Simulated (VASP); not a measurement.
Band structure of K2S (space group Fm-3m). These are modified Becke-Johnson potential (mBJ), VASP's PBE PAW potentials (set 64) (plane waves; VASP) values and carry that method's errors.

mBJ is a potential without an energy functional, so only the levels count.

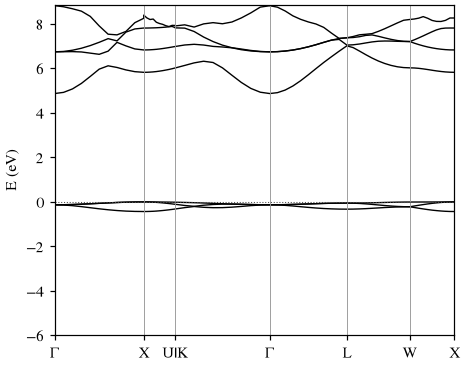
*Bands along high-symmetry lines, zero at the valence-band maximum or, without a gap, the Fermi level*

Read the plot: is there a gap, and where are the band edges?

The gap is indirect, 4.87 eV, from the valence maximum at X to the conduction minimum at Γ.

The structure comes from a computed database's K2S entry (Fm-3m); how it stands against other phases isn't given here. It was relaxed first. The cell's shape comes from a PBE relaxation.
